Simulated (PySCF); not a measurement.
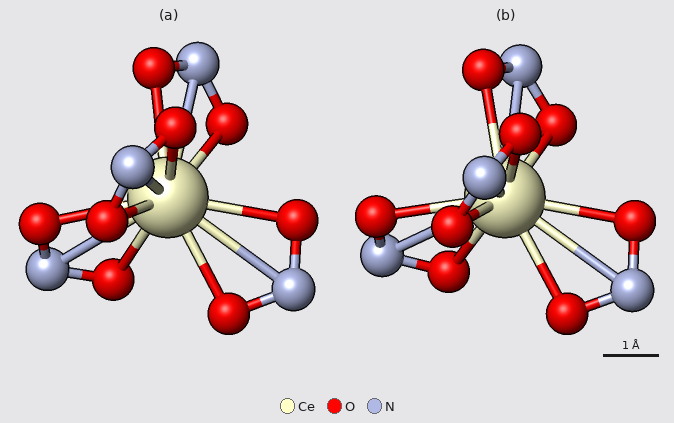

The structure of CeN4O8 before (left) and after (right) a relaxation, at one scale.

The picture is a ball-and-stick view, seen at a tilt.

Computed with PySCF, RKS PBE, Ce lcecp-2-SVP with ECP46, O def2-SVP, N def2-SVP; non-relativistic Hamiltonian with scalar-relativistic core potentials; density fitting.

Input
```
mol = gto.M(atom='''
Ce     0.00000    -0.00000    -0.00000
O      1.24800     0.49850     1.99750
O      1.24800     1.99750     0.49850
N      1.64640     1.64640     1.64640
O     -1.24800    -0.49850     1.99750
O     -1.24800    -1.99750     0.49850
N     -1.64640    -1.64640     1.64640
O      1.24800    -1.99750    -0.49850
O      1.24800    -0.49850    -1.99750
N      1.64640    -1.64640    -1.64640
O     -1.24800     1.99750    -0.49850
O     -1.24800     0.49850    -1.99750
N     -1.64640     1.64640    -1.64640''',
    basis={'Ce': 'lcecp-2-SVP', 'O': 'def2-SVP', 'N': 'def2-SVP'},
    ecp={'Ce': 'lcecp-2-SVP'},
    charge=0, spin=0)
mf = dft.RKS(mol, xc='PBE')
mf.grids.atom_grid = (50, 194)  # f atoms: at least (60, 302), unpruned
mf = mf.density_fit()  # Ce AutoAux, O def2-universal-JKFIT, N def2-universal-JKFIT
mf.conv_tol = 1e-08; mf.max_cycle = 55
mf.kernel(dm0)
# quasi-Newton relaxation in Cartesian coordinates to a largest gradient under 0.00045 Eh/bohr, steps kept in the point group
```

Run as
```bash
OMP_NUM_THREADS=4 python run.py
```

> Summarise the run.

The largest moves after the best rigid fit, 0.36 Å, are those of N4, N7, N10 and N13. Largest moves by element: N 0.36 Å, O 0.19 Å. Ce stays in place. Near-neighbour distances that change, for instance: Ce1–N10 2.852 → 2.898 Å, Ce1–O11 2.407 → 2.422 Å, O11–N13 1.265 → 1.274 Å. Among the angles between lasting bonds that change: O8–N10–O9 113.9° → 111.1°. Over 10 geometry steps the energy falls by 25.0 kJ/mol. The largest force component goes from 0.97 to 0.01 eV/Å.
